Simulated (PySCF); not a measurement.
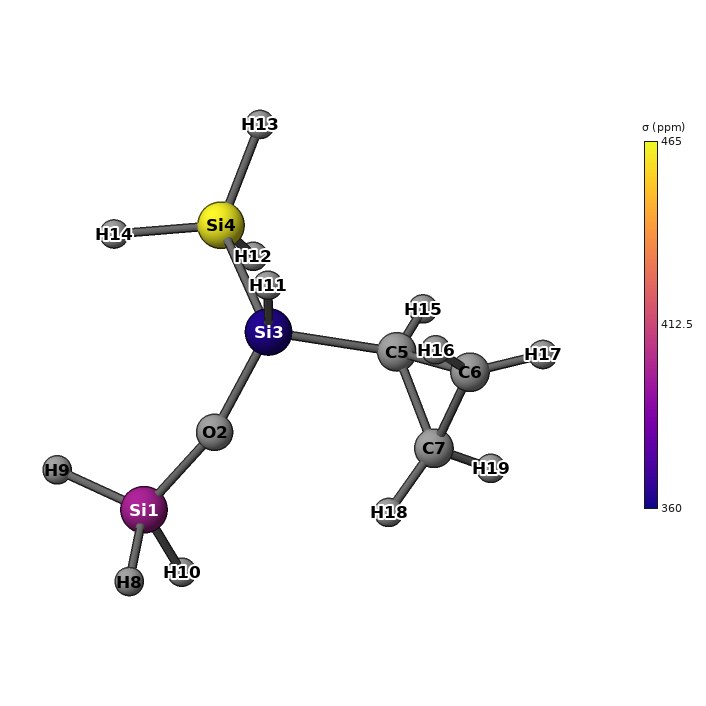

Atoms are coloured by their isotropic NMR shieldings (Si only, the others grey). Geometry: a frame of a GFN2-xTB molecular-dynamics simulation, not a minimum. Method: GIAO PBE0/pcSseg-1 NMR shielding, non-relativistic, gas phase (PySCF 2.14.0).

List the isotropic NMR shieldings of the Si atoms.

```tsv
atom	σ (ppm)
Si1	399.5
Si3	363.4
Si4	462.5
```
